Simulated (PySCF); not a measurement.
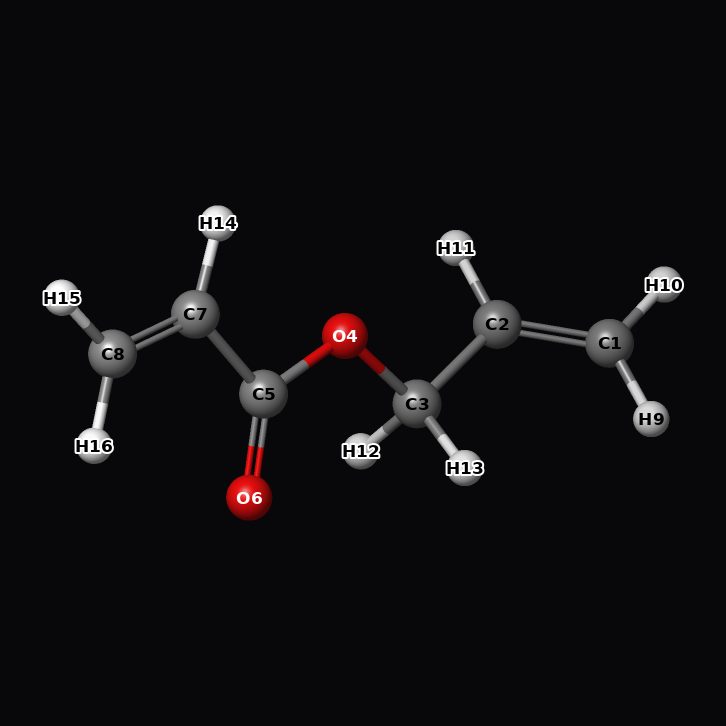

Computed geometry: GFN2-xTB optimisation. No frequency run is at hand to confirm it as a minimum. Electric field gradients from the ground-state density, PBE0/pcSseg-1 (PySCF 2.14.0), non-relativistic apart from any core potentials.

Give the largest field-gradient component, the quadrupole coupling constant and the asymmetry for 17O at O4 (Q = −25.6 mb), 17O at O6 (Q = −25.6 mb).

| atom | V_zz (a.u.) | e²qQ/h (MHz) | η |
| --- | --- | --- | --- |
| O4 | 1.687 | −10.15 | 0.39 |
| O6 | −1.561 | 9.39 | 0.12 |
